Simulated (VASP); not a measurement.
Band structure of MgZnO2 (space group P3m1). Calculation: PBEsol GGA, VASP's PBE PAW potentials (set 64) (plane waves; VASP).

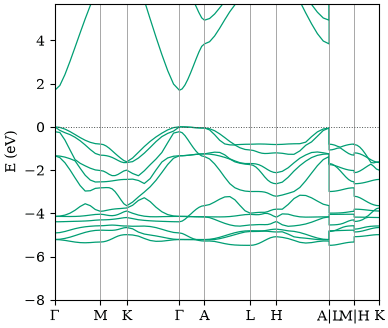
Figure. Bands along high-symmetry lines, zero at the valence-band maximum or, without a gap, the Fermi level

Problem. Read the plot: is there a gap, and where are the band edges?

Solution. The gap is direct, 1.69 eV, from the valence maximum at Γ to the conduction minimum at Γ. (Edges off the drawn lines would not show.)

The structure comes from a computed database's MgZnO2 entry (P3m1); how it stands against other phases isn't given here. It was relaxed first.
